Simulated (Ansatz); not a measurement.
# C2H5BO: small, medium and large basis sets

Aim: see how fast density functionals converge with the basis set for C2H5BO.

Program: Ansatz 0.2.0, Gaussian basis. Level of theory: one geometry, several basis sets. These are calculated values, not measurements.

Levels to be run: PBE0-D4/def2-SVP; ωB97M-V/def2-SVP; PBE0-D4/def2-QZVPP; ωB97M-V/def2-QZVPP; the functionals' def2-TZVPP values are taken from earlier runs.

## Step 1: The relaxed structure

An earlier PBE0-D4 in a triple-zeta def2 set relaxation fixed the geometry.

SMILES `CC1BO1`, 9 atoms, charge 0, spin multiplicity 1.

Atoms are counted from 1 here; the program's logs count them from 0.

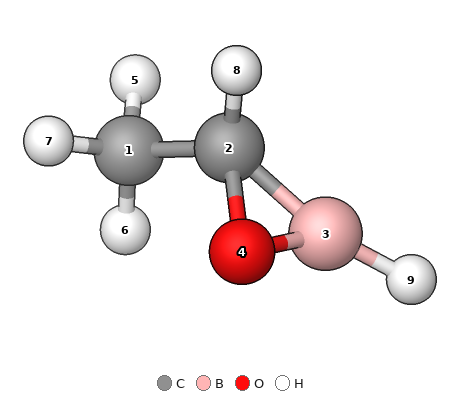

The structure; carbon grey, boron pink, oxygen red, hydrogen white; atoms are numbered from 1 in the order of the file.

As a file:

| atom | x (Å) | y (Å) | z (Å) |
| --- | --- | --- | --- |
| C1 | 0.0934 | 0.6938 | -0.8936 |
| C2 | 0.1054 | -0.5399 | -0.0468 |
| B3 | -0.4259 | -0.6276 | 1.3669 |
| O4 | 0.8788 | -0.4135 | 1.2435 |
| H5 | -0.6274 | 0.5673 | -1.7062 |
| H6 | -0.1986 | 1.5763 | -0.3213 |
| H7 | 1.0733 | 0.8826 | -1.3416 |
| H8 | 0.3944 | -1.4493 | -0.5708 |
| H9 | -1.2050 | -0.7359 | 2.2527 |

## Step 2: PBE0-D4 in def2-SVP

in.yaml

```yaml
crystal:
  periodic: [false, false, false]
  atoms:
    - {symbol: C, position_ang: [0.093395, 0.693793, -0.893578]}
    - {symbol: C, position_ang: [0.105443, -0.539933, -0.046787]}
    - {symbol: B, position_ang: [-0.425889, -0.627587, 1.366888]}
    - {symbol: O, position_ang: [0.878758, -0.413511, 1.243549]}
    - {symbol: H, position_ang: [-0.627425, 0.567269, -1.706191]}
    - {symbol: H, position_ang: [-0.198591, 1.576336, -0.321333]}
    - {symbol: H, position_ang: [1.073319, 0.882638, -1.341593]}
    - {symbol: H, position_ang: [0.394429, -1.449333, -0.570803]}
    - {symbol: H, position_ang: [-1.205041, -0.735872, 2.252749]}
basis:
  gaussian: {orbitals: def2-SVP}
hamiltonian: {xc: pbe0, dispersion: d4}
output: {orbitals: {seedname: orbitals}}
```

On the command line:

```bash
ansatz run in.yaml --threads 2 --pin off --events-out ev --progress --plain --max-ram 4352MiB
```

After this run come: ωB97M-V in def2-SVP; PBE0-D4 in def2-QZVPP; ωB97M-V in def2-QZVPP.

**Question.** What will the summary of the whole plan be? Wanted: PBE0-D4: double and triple zeta above quadruple; ωB97M-V: double and triple zeta above quadruple.

**Answer**, as computed:

```
                                       quantity          value
PBE0-D4: double and triple zeta above quadruple  5.78, 0.28 eV
ωB97M-V: double and triple zeta above quadruple  6.00, 0.27 eV
```

For PBE0-D4 the step from double to triple zeta gains 5.50 eV and the next only 0.28 eV. Total energies overstate the basis error of differences, where much of it tends to cancel. The LUMO of ωB97M-V is positive and keeps falling with the basis (1.95 to 1.23 eV): an unbound level that the basis holds in place.
